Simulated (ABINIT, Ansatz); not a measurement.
# H6PbCBr3N (Pm): G0W0 with ABINIT, start to end

Wanted: ground state, empty states, screening and self-energy for H6PbCBr3N (Pm).

Method: PBEsol and many-body steps on it, plane waves, in ABINIT 10.8.3.

### 1. Set-up

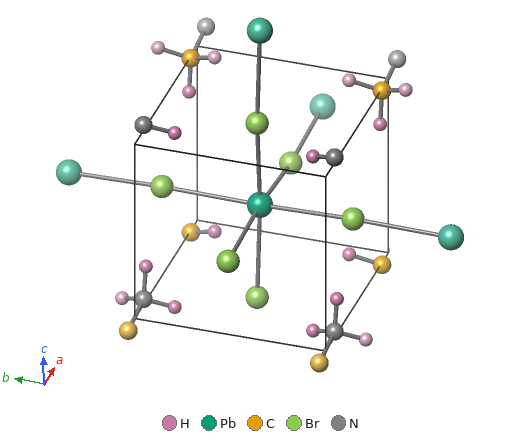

The starting structure, seen from a free direction (hydrogen pink, lead teal, carbon orange, bromine green, nitrogen grey). Some periodic images of atoms are drawn too.

Structure file:

```cif
data_structure
_symmetry_space_group_name_H-M 'Pm'
_symmetry_Int_Tables_number 6
_cell_length_a 6.0385
_cell_length_b 6.0597
_cell_length_c 6.1282
_cell_angle_alpha 90.000
_cell_angle_beta 90.072
_cell_angle_gamma 90.000
_cell_volume 224.24
loop_
_atom_site_label
_atom_site_type_symbol
_atom_site_symmetry_multiplicity
_atom_site_Wyckoff_symbol
_atom_site_fract_x
_atom_site_fract_y
_atom_site_fract_z
_atom_site_occupancy
H1 H 2 c 0.21826 0.86210 0.96819 1
H2 H 1 a 0.17779 0.00000 0.19864 1
H3 H 2 c 0.82510 0.85194 0.06162 1
H4 H 1 a 0.86934 0.00000 0.81171 1
Pb1 Pb 1 b 0.47527 0.50000 0.47799 1
C1 C 1 a 0.89731 0.00000 0.98852 1
Br1 Br 1 b 0.43003 0.50000 0.97275 1
Br2 Br 1 a 0.43485 0.00000 0.51271 1
Br3 Br 1 b 0.96654 0.50000 0.44074 1
N1 N 1 a 0.14061 0.00000 0.03246 1
```

The cell and positions are those that the Materials Project relaxed with its own functionals (PBE, PBE+U or r2SCAN), kept fixed. Spin-orbit coupling is left out unless a step names it.

### 2. Ground state

This step: ABINIT 10.8.3; DFT, PBEsol, plane waves, norm-conserving pseudopotentials.

The ground-state density comes first.

Contents of run.abi:

```
acell 3*1.0 Angstrom
rprim 
  6.038531000000 -0.000000000000 -0.000000000000
  -0.000000000000 6.059680000000 0.000000000000
  -0.007679000000 0.000000000000 6.128174000000
ntypat 5
znucl 1 82 6 35 7
natom 12
typat 1 1 1 1 1 1 2 3 4 4 4 5
xred 
  0.218258000000 0.862101000000 0.968190000000
  0.177786000000 -0.000000000000 0.198636000000
  0.825095000000 0.851944000000 0.061619000000
  0.869341000000 -0.000000000000 0.811715000000
  0.825095000000 0.148056000000 0.061619000000
  0.218258000000 0.137899000000 0.968190000000
  0.475266000000 0.500000000000 0.477994000000
  0.897311000000 -0.000000000000 0.988520000000
  0.430028000000 0.500000000000 0.972748000000
  0.434852000000 -0.000000000000 0.512708000000
  0.966538000000 0.500000000000 0.440736000000
  0.140606000000 -0.000000000000 0.032465000000
pp_dirpath "pseudos"
pseudos "H.upf, Pb.upf, C.upf, Br.upf, N.upf"
ecut 37
ngkpt 4 4 4
nshiftk 1
shiftk 0 0 0
kptopt 1
chksymbreak 0
nband 54
occopt 1
tolvrs 1e-10
nstep 60
prtwf 0
optforces 0
optstress 0
indata_prefix "in"
outdata_prefix "out"
tmpdata_prefix "tmp"
```

On the command line:

```sh
OMP_NUM_THREADS=1 mpirun -n 16 abinit run.abi > log
```

Numbers of over 12 decimals in the logs are rounded to 6 here.

The log of the run:

```text
.Version 10.8.3 of ABINIT. v10.8.2 released Aug 2026.

 Symmetries : space group Pm (#  6); Bravais mP (primitive monocl.)
================================================================================
 Values of the parameters that define the memory need of the present run
     intxc =       0    ionmov =       0      iscf =       7    lmnmax =       6
     lnmax =       6     mgfft =      64  mpssoang =       3    mqgrid =    3171
     natom =      12  nloc_mem =       1    nspden =       1   nspinor =       1
    nsppol =       1      nsym =       2    n1xccc =    2501    ntypat =       5
    occopt =       1   xclevel =       2
-    mband =          54        mffmem =           1         mkmem =           2
       mpw =       16281          nfft =      262144          nkpt =          30
================================================================================
  Rough estimation (10% accuracy) of disk space for files :
================================================================================

--------------------------------------------------------------------------------
------------- Echo of variables that govern the present computation ------------
--------------------------------------------------------------------------------
 -outvars: echo values of preprocessed input variables --------
            acell      1.8897261259E+00  1.8897261259E+00  1.8897261259E+00 Bohr

      chksymbreak           0
             ecut      3.70000000E+01 Hartree
-          fftalg         312

              ixc     -116133
              kpt      0.00000000E+00  0.00000000E+00  0.00000000E+00
                       2.50000000E-01  0.00000000E+00  0.00000000E+00
                       5.00000000E-01  0.00000000E+00  0.00000000E+00
                       0.00000000E+00  2.50000000E-01  0.00000000E+00
                       2.50000000E-01  2.50000000E-01  0.00000000E+00
                       5.00000000E-01  2.50000000E-01  0.00000000E+00
                       0.00000000E+00  5.00000000E-01  0.00000000E+00
                       2.50000000E-01  5.00000000E-01  0.00000000E+00
                       5.00000000E-01  5.00000000E-01  0.00000000E+00
   [... 19 further rows ...]
                       2.50000000E-01  5.00000000E-01  5.00000000E-01
                       5.00000000E-01  5.00000000E-01  5.00000000E-01
         kptrlatt        4    0    0      0    4    0      0    0    4
          kptrlen      4.56446792E+01
P           mkmem           2
            natom          12
            nband          54
            ngfft          64      64      64
             nkpt          30
            nstep          60
             nsym           2
           ntypat           5
              occ      2.000000  2.000000  2.000000  2.000000  2.000000  2.000000
                       2.000000  2.000000  2.000000  2.000000  2.000000  2.000000
                       2.000000  2.000000  2.000000  2.000000  2.000000  2.000000
                       2.000000  2.000000  2.000000  2.000000  2.000000  2.000000
                       2.000000  2.000000  2.000000  2.000000  2.000000  2.000000
                       2.000000  2.000000  2.000000  2.000000  2.000000  2.000000
                       2.000000  2.000000  2.000000  2.000000  2.000000  2.000000
                       2.000000  2.000000  0.000000  0.000000  0.000000  0.000000
                       0.000000  0.000000  0.000000  0.000000  0.000000  0.000000
        optforces           0
        optstress           0
            prtwf           0
            rprim      6.0385310000E+00 -0.0000000000E+00 -0.0000000000E+00
[...]
spgroup           6

           tolvrs      1.00000000E-10

             xred      2.1825800000E-01  8.6210100000E-01  9.6819000000E-01
[...]
znucl        1.00000   82.00000    6.00000   35.00000    7.00000

================================================================================

 chkinp: Checking input parameters for consistency.

================================================================================
== DATASET  1 ==================================================================
-   mpi_nproc: 16, omp_nthreads: 1 (-1 if OMP is not activated)

--- !DatasetInfo
iteration_state: {dtset: 1, }
dimensions: {natom: 12, nkpt: 30, mband: 54, nsppol: 1, nspinor: 1, nspden: 1, mpw: 16281, }
cutoff_energies: {ecut:  37.0, pawecutdg:  -1.0, }
electrons: {nelect:   8.80000000E+01, charge:   0.00000000E+00, occopt:   1.00000000E+00, tsmear:   1.00000000E-02, }

 Real(R)+Recip(G) space primitive vectors, cartesian coordinates (Bohr,Bohr^-1):
 R(1)= 11.4111698  0.0000000  0.0000000  G(1)=  0.0876334  0.0000000  0.0001098
 R(2)=  0.0000000 11.4511356  0.0000000  G(2)=  0.0000000  0.0873276  0.0000000
 R(3)= -0.0145112  0.0000000 11.5805705  G(3)=  0.0000000  0.0000000  0.0863515
 Unit cell volume ucvol=  1.5132430E+03 bohr^3
 Angles (23,13,12)=  9.00000000E+01  9.00717953E+01  9.00000000E+01 degrees

 getcut: wavevector=  0.0000  0.0000  0.0000  ngfft=  64  64  64
         ecut(hartree)=     37.000   => boxcut(ratio)=   2.01829

--- Pseudopotential description ------------------------------------------------
- H Generated using ONCVPSP code by D. R. Hamann
-  1.00000   1.00000  180301                  znucl, zion, pspdat
[...]
_setup2: Arith. and geom. avg. npw (full set) are   16267.391   16267.385

================================================================================

--- !BeginCycle
iteration_state: {dtset: 1, }
solver: {iscf: 7, nstep: 60, nline: 4, wfoptalg: 0, }
tolerances: {tolvrs: 1.00E-10, }

     iter   Etot(hartree)      deltaE(h)  residm     vres2
 ETOT  1  -633.41609146618    -6.334E+02 2.749E+00 1.487E+03
 ETOT  2  -635.42611502969    -2.010E+00 4.131E-02 1.437E+02
 ETOT  3  -635.45609548678    -2.998E-02 8.555E-03 3.943E+01
 ETOT  4  -635.45858764870    -2.492E-03 5.263E-03 8.938E+00
 ETOT  5  -635.45879113879    -2.035E-04 2.567E-03 3.435E+00
 ETOT  6  -635.45895568817    -1.645E-04 2.169E-03 1.114E+00
 ETOT  7  -635.45898581128    -3.012E-05 7.755E-04 5.126E-02
 ETOT  8  -635.45898758344    -1.772E-06 9.253E-04 3.110E-03
 ETOT  9  -635.45898773115    -1.477E-07 3.904E-04 3.178E-04
 ETOT 10  -635.45898774894    -1.779E-08 4.351E-04 3.565E-05
[...]
ETOT 14  -635.45898775038     4.320E-12 3.980E-04 3.826E-08
 ETOT 15  -635.45898775038    -3.070E-12 2.991E-04 3.994E-09
 ETOT 16  -635.45898775037     1.160E-11 2.656E-04 7.455E-10
 ETOT 17  -635.45898775038    -9.550E-12 1.828E-04 1.212E-10
 ETOT 18  -635.45898775038     2.274E-12 1.554E-04 4.294E-11

 At SCF step   18       vres2   =  4.29E-11 < tolvrs=  1.00E-10 =>converged.

--- !ResultsGS
iteration_state: {dtset: 1, }
comment   : Summary of ground state results
lattice_vectors:
- [ 11.4111698,  -0.0000000,  -0.0000000, ]
- [ -0.0000000,  11.4511356,   0.0000000, ]
- [ -0.0145112,   0.0000000,  11.5805705, ]
lattice_lengths: [  11.41117,   11.45114,   11.58058, ]
lattice_angles: [ 90.000,  90.072,  90.000, ] # degrees, (23, 13, 12)
lattice_volume:   1.5132430E+03
convergence: {deltae:  2.274E-12, res2:  4.294E-11, residm:  1.554E-04, diffor:  0.000E+00, }
etotal    :  -6.35458988E+02
entropy   :   0.00000000E+00
fermie    :   1.28454875E-02
cartesian_stress_tensor: null
pressure_GPa: null
xred      :
- [  2.1826E-01,   8.6210E-01,   9.6819E-01,  H]
- [  1.7779E-01,   0.0000E+00,   1.9864E-01,  H]
- [  8.2510E-01,   8.5194E-01,   6.1619E-02,  H]
- [  8.6934E-01,   0.0000E+00,   8.1172E-01,  H]
- [  8.2510E-01,   1.4806E-01,   6.1619E-02,  H]
- [  2.1826E-01,   1.3790E-01,   9.6819E-01,  H]
- [  4.7527E-01,   5.0000E-01,   4.7799E-01, Pb]
- [  8.9731E-01,   0.0000E+00,   9.8852E-01,  C]
- [  4.3003E-01,   5.0000E-01,   9.7275E-01, Br]
- [  4.3485E-01,   0.0000E+00,   5.1271E-01, Br]
- [  9.6654E-01,   5.0000E-01,   4.4074E-01, Br]
- [  1.4061E-01,   0.0000E+00,   3.2465E-02,  N]
cartesian_forces: null
force_length_stats: {min: null, max: null, mean: null, }

 Integrated electronic density in atomic spheres:
 ------------------------------------------------
 Atom  Sphere_radius  Integrated_density
[...]
================================================================================

 ----iterations are completed or convergence reached----

 Mean square residual over all n,k,spin=   35.777E-08; max=  15.541E-05
 reduced coordinates (array xred) for   12 atoms
[...]
0.897311000000      0.000000000000      0.988520000000
       0.430028000000      0.500000000000      0.972748000000
       0.434852000000      0.000000000000      0.512708000000
       0.966538000000      0.500000000000      0.440736000000
       0.140606000000      0.000000000000      0.032465000000
 rms dE/dt=  0.0000E+00; max dE/dt=  0.0000E+00; dE/dt below (all hartree)
    1       0.000000000000      0.000000000000      0.000000000000
    2       0.000000000000      0.000000000000      0.000000000000
    3       0.000000000000      0.000000000000      0.000000000000
    4       0.000000000000      0.000000000000      0.000000000000
    5       0.000000000000      0.000000000000      0.000000000000
    6       0.000000000000      0.000000000000      0.000000000000
    7       0.000000000000      0.000000000000      0.000000000000
    8       0.000000000000      0.000000000000      0.000000000000
    9       0.000000000000      0.000000000000      0.000000000000
   10       0.000000000000      0.000000000000      0.000000000000
[...]
cartesian coordinates (angstrom) at end:
[...]
8      5.410849     0.000000     6.057823
    9      2.589268     3.029840     5.961169
   10      2.621930     0.000000     3.141964
   11      5.833085     3.029840     2.700907
   12      0.848804     0.000000     0.198951
 length scales=  1.889726125908  1.889726125908  1.889726125908 bohr
              =  1.000000000000  1.000000000000  1.000000000000 angstroms
 prteigrs : about to open file out_EIG
 Fermi (or HOMO) energy (hartree) =   0.01285   Average Vxc (hartree)=  -0.29122
 Eigenvalues (hartree) for nkpt=  30  k points:
 kpt#   1, nband= 54, wtk=  0.01563, kpt=  0.0000  0.0000  0.0000 (reduced coord)
  -5.10515   -2.96050   -2.96030   -2.95967   -2.18588   -2.18498   -2.18400   -2.18361
  -2.18253   -2.18175   -2.18080   -2.18073   -2.17814   -2.17810   -2.17215   -2.17048
  -2.17044   -2.16574   -2.16574   -0.69727   -0.58832   -0.58743   -0.58544   -0.58472
  -0.58451   -0.49800   -0.48302   -0.47196   -0.44207   -0.31222   -0.30696   -0.23865
  -0.23322   -0.15617   -0.15548   -0.11020   -0.10942   -0.10440   -0.04532   -0.04251
  -0.04011   -0.03610   -0.02511   -0.02443    0.16198    0.20282    0.20595    0.22426
   0.22742    0.23433    0.23578    0.26999    0.27615    0.29252
 prteigrs : prtvol=0 or 1, do not print more k-points.

--- !EnergyTerms
iteration_state     : {dtset: 1, }
comment             : Components of total free energy in Hartree
kinetic             :  3.11206625589926E+02
hartree             :  2.43216434145109E+02
xc                  : -1.06966114879209E+02
Ewald energy        : -2.69920463035056E+02
psp_core            :  7.76287292691424E+00
local_psp           : -6.67110527416127E+02
non_local_psp       : -1.53647815081933E+02
total_energy        : -6.35458987750376E+02
total_energy_eV     : -1.72917199591556E+04
band_energy         : -1.08106319287800E+02

== END DATASET(S) ==============================================================
================================================================================

 -outvars: echo values of variables after computation  --------
           etotal     -6.3545898775E+02
            nband          54
             nkpt          30
          spgroup           6
 [... the other variables as echoed above ...]

 Calculation completed.
```

Run time: 1.9 min. Hardware: 16 MPI ranks of Intel Xeon 6975P-C (Granite Rapids), shared host; peak memory 2.8 GiB.

This step gave:

- total energy: -17291.7200 eV
- gap: 2.005 eV
- k of the valence top: 0.5, 0.5, 0.5
- k of the conduction bottom: 0.5, 0.5, 0.5
- least direct gap: 2.005 eV

The gap is direct, at (0.500, 0.500, 0.500).

[end of part 1 of 3]

[Paths, hosts, dates, memory and timing lines, banners, echoed tables and standing remarks are left out of the program output.]

[Logs are printed without paths, hosts, clocks, repeated set-up lines and the standing remarks that a program may print on its own settings, such as how far it seeks lower states.]

[Runs of the session that timed out or met a known fault of the program may be left out.]

[Hosts, paths, dates, database ids (printed as entryN), source tags and the programs' standing remarks are cut or masked in the printed files.]

[G0W0 gaps are taken among the corrected bands and points alone; a level outside them can change the order at an edge.]

[Where Ansatz stands beside ABINIT at settings called matched, ABINIT's density can come from a denser mesh and the files from another edition; pairs whose starting gaps differed by over 0.03 eV were left out, so agreement reads better than it is.]
